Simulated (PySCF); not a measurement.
Consider C₃H₁₀F₂Si₂.

```yaml
atoms:
  - { symbol: C, position_ang: [1.8596, -0.7633, 0.7609] }
  - { symbol: C, position_ang: [1.2192, -0.8500, -0.6127] }
  - { symbol: F, position_ang: [0.2576, -1.8656, -0.5939] }
  - { symbol: Si, position_ang: [0.3462, 0.7617, -1.1961] }
  - { symbol: C, position_ang: [-0.9413, 1.2674, 0.0994] }
  - { symbol: Si, position_ang: [-2.1632, -0.0901, 0.6287] }
  - { symbol: F, position_ang: [-3.2863, 0.6519, 1.5285] }
  - { symbol: H, position_ang: [2.3028, -1.7171, 1.0427] }
  - { symbol: H, position_ang: [1.1165, -0.4957, 1.5080] }
  - { symbol: H, position_ang: [2.6369, -0.0043, 0.7469] }
  - { symbol: H, position_ang: [1.9615, -1.1873, -1.3452] }
  - { symbol: H, position_ang: [-0.2774, 0.4682, -2.4885] }
  - { symbol: H, position_ang: [1.3935, 1.7824, -1.3465] }
  - { symbol: H, position_ang: [-0.4309, 1.6496, 0.9850] }
  - { symbol: H, position_ang: [-1.5116, 2.1074, -0.2983] }
  - { symbol: H, position_ang: [-1.5870, -1.0609, 1.5433] }
  - { symbol: H, position_ang: [-2.9031, -0.6424, -0.4932] }
```

Geometry: GFN2-xTB.

Computed with PBE0/pcSseg-1, SCF density, gas phase, non-relativistic (PySCF 2.14.0).

**What can the converged electron density and electron localisation function tell about the bonding?**

C–Si (1.90 Å): ρ at the midpoint is about 0.9 e/Å³; the ELF peaks at about 0.95 between the atoms: a shared electron pair.
C–H (1.10 Å): the density is about 2 e/Å³ at the midpoint; the ELF climbs to about 1 towards the hydrogen, as it does in any bond to H (a covalent bond by its length).

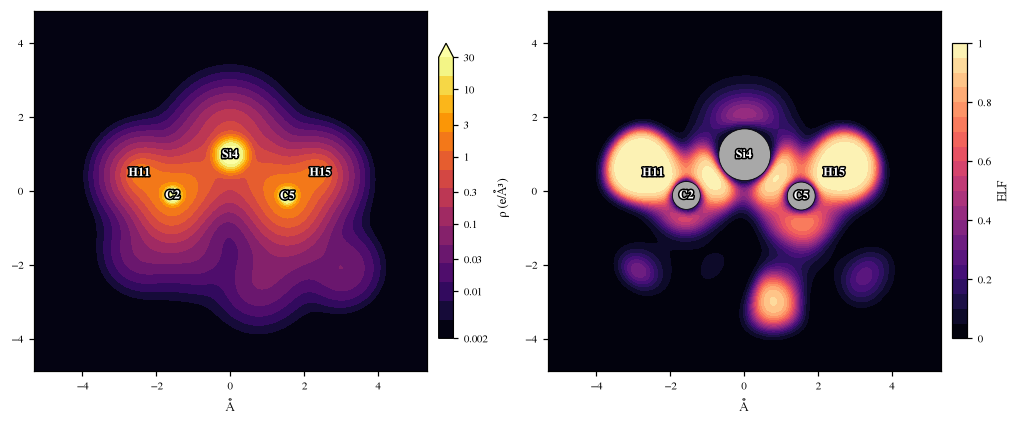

Computed electron density and electron localisation function on the plane of atoms Si4, C2 and H11, in this order. Grey discs cover the atomic cores in the ELF map. 
